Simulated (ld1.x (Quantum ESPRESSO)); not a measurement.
**Pseudopotential generation for Pm (part 2 of 2)**

The same run, continued: promethium (Pm, Z = 61), core [Kr] 4d10, reference valence 4f5 5s2 5p6 5d0 6s1 6p0 (an ion of charge +1), valence charge 15. Method: TM semilocal potential, PBE, scalar-relativistic, made with ld1.x (Quantum ESPRESSO) 7.5.

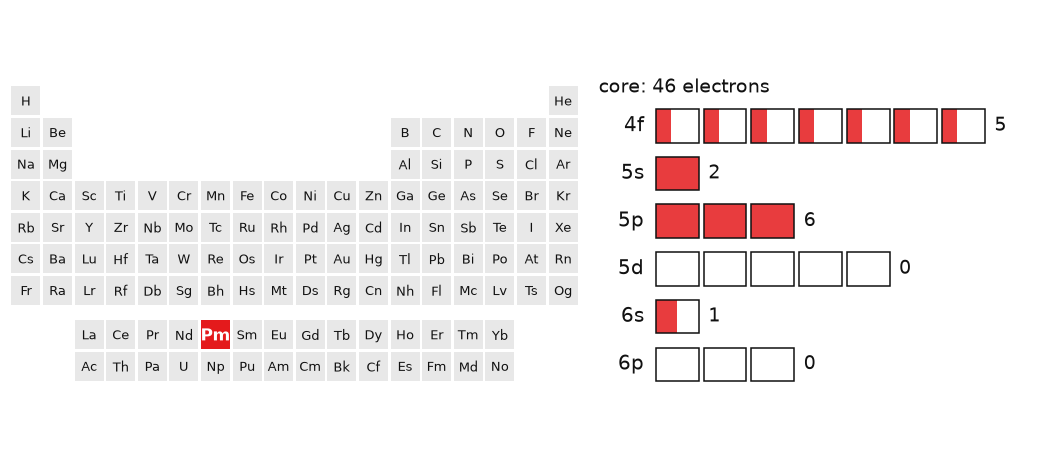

Left, the place of promethium in the periodic table; right, the valence shells of the reference configuration: a box for each of the 2l + 1 orbitals, shaded by the share of the shell that is filled, with the electron count at the right.

Output of the test run (extracts), continued:
```
     ---------------------- End of pseudopotential test ----------------------

     ---------------------- Testing the pseudopotential ----------------------

     Pm
     scalar relativistic calculation

     atomic number is 61.00   valence charge is 15.00
     dft =PBE   lsd =0 sic =0 latt =0  beta=0.20 tr2=1.0E-14
     mesh =1259 r(mesh) = 100.89962 xmin = -7.00 dx = 0.01250

     n l     nl             e AE (Ry)        e PS (Ry)    De AE-PS (Ry)
     4 3     4F   1( 5.00)       -0.93623       -0.92182       -0.01441  !
     1 0     5S   1( 2.00)       -3.84631       -3.84012       -0.00620  !
     2 1     5P   1( 5.00)       -2.40169       -2.39750       -0.00419
     3 2     5D   1( 0.00)       -0.71924       -0.71465       -0.00459
     2 0     6S   1( 2.00)       -0.71814       -0.72489        0.00675  !
     3 1     6P   1( 0.00)       -0.45836       -0.13751       -0.32085  !

     eps = 7.2E-15  iter = 25

     Etot =  -20039.117265 Ry,  -10019.558632 Ha, -272646.079962 eV
     Etotps =  -132.726984 Ry,     -66.363492 Ha,   -1805.842617 eV
     dEtot_ae =       1.590380 Ry
     dEtot_ps =       1.583407 Ry,   Delta E=       0.006972 Ry

     Ekin =     145.774835 Ry,      72.887418 Ha,    1983.367675 eV
     Encl =    -264.305918 Ry,    -132.152959 Ha,   -3596.065209 eV
     Ehrt =     111.527909 Ry,      55.763955 Ha,    1517.414505 eV
     Ecxc =     -15.100179 Ry,      -7.550089 Ha,    -205.448396 eV
     Epseu=    -110.623632 Ry,     -55.311816 Ha,   -1505.111193 eV

     ---------------------- End of pseudopotential test ----------------------

     ---------------------- Testing the pseudopotential ----------------------

     Pm
     scalar relativistic calculation

     atomic number is 61.00   valence charge is 15.00
     dft =PBE   lsd =0 sic =0 latt =0  beta=0.20 tr2=1.0E-14
     mesh =1259 r(mesh) = 100.89962 xmin = -7.00 dx = 0.01250

     n l     nl             e AE (Ry)        e PS (Ry)    De AE-PS (Ry)
     4 3     4F   1( 4.00)       -1.00049       -1.02403        0.02354  !
     1 0     5S   1( 2.00)       -3.77413       -3.77764        0.00351
     2 1     5P   1( 6.00)       -2.31312       -2.31034       -0.00278
     3 2     5D   1( 1.00)       -0.62818       -0.62174       -0.00644  !
     2 0     6S   1( 1.00)       -0.65339       -0.66426        0.01087  !
     3 1     6P   1( 0.00)       -0.41185       -0.12356       -0.28830  !

     eps = 9.8E-15  iter = 27

     Etot =  -20040.492897 Ry,  -10020.246448 Ha, -272664.796387 eV
     Etotps =  -134.085331 Ry,     -67.042666 Ha,   -1824.323870 eV
     dEtot_ae =       0.214748 Ry
     dEtot_ps =       0.225060 Ry,   Delta E=      -0.010312 Ry

     Ekin =     129.553485 Ry,      64.776742 Ha,    1762.664957 eV
     Encl =    -264.907163 Ry,    -132.453582 Ha,   -3604.245571 eV
     Ehrt =     111.804641 Ry,      55.902321 Ha,    1521.179638 eV
     Ecxc =     -15.064885 Ry,      -7.532442 Ha,    -204.968199 eV
     Epseu=     -95.471409 Ry,     -47.735705 Ha,   -1298.954695 eV

     ---------------------- End of pseudopotential test ----------------------

     ---------------------- Testing the pseudopotential ----------------------

     Pm
     scalar relativistic calculation

     atomic number is 61.00   valence charge is 15.00
     dft =PBE   lsd =0 sic =0 latt =0  beta=0.20 tr2=1.0E-14
     mesh =1259 r(mesh) = 100.89962 xmin = -7.00 dx = 0.01250

     n l     nl             e AE (Ry)        e PS (Ry)    De AE-PS (Ry)
     4 3     4F   1( 3.00)       -3.73840       -3.77992        0.04153  !
     1 0     5S   1( 2.00)       -6.25274       -6.26271        0.00997  !
     2 1     5P   1( 6.00)       -4.68580       -4.68050       -0.00530  !
     3 2     5D   1( 0.00)       -2.68452       -2.65540       -0.02912  !
     2 0     6S   1( 0.00)       -2.25992       -2.30617        0.04625  !
     3 1     6P   1( 0.00)       -1.81826       -1.83113        0.01288  !

     eps = 6.0E-15  iter = 26

     Etot =  -20035.177748 Ry,  -10017.588874 Ha, -272592.480102 eV
     Etotps =  -128.731089 Ry,     -64.365544 Ha,   -1751.475691 eV
     dEtot_ae =       5.529897 Ry
     dEtot_ps =       5.579303 Ry,   Delta E=      -0.049406 Ry

     Ekin =     108.326389 Ry,      54.163194 Ha,    1473.855601 eV
     Encl =    -225.911946 Ry,    -112.955973 Ha,   -3073.688614 eV
     Ehrt =      80.608006 Ry,      40.304003 Ha,    1096.727788 eV
     Ecxc =     -12.776609 Ry,      -6.388305 Ha,    -173.834621 eV
     Epseu=     -78.976928 Ry,     -39.488464 Ha,   -1074.535845 eV

     ---------------------- End of pseudopotential test ----------------------
```

Key numbers:

- outcome: generated; ld1.x warns of wrong node counts
- cutoffs needed: 260 Ry and 300 Ry (the cutoffs, on a coarse ladder, from which the occupation-weighted sum of valence levels, in a spherical-Bessel basis at the reference potential, stays within 10 and 1 mRy of its value at 400 Ry); ghost states and empty shells don't enter this sum
- ghost test: no ghost state below the valence levels in the s, p, f, d channels (spherical-Bessel basis up to 400 Ry, 20 bohr box)
- largest excitation error: -672 meV (all-electron minus pseudo) for 4f3 5s2 5p6 5d0 6s0 6p0, out of 7 test configurations
- range over which the phases arctan(r u′/u) at the test radius agree within 0.05 rad (a looser test near the poles than one of phase shifts): s: up to about -0.8 Ry; p: up to about 2.7 Ry; d: up to about 0.7 Ry; f: up to about 2.8 Ry
- hardware: 1 CPU thread, shared host
- wall time: 2.1 s

Remarks:

An excitation error of 672 meV in its own tests makes this a poorly transferable potential. ld1.x warns that it found 0 nodes in place of 1 for the p state with pseudo n = 3. It picks states by counting nodes, so it can end on another state than the one meant.
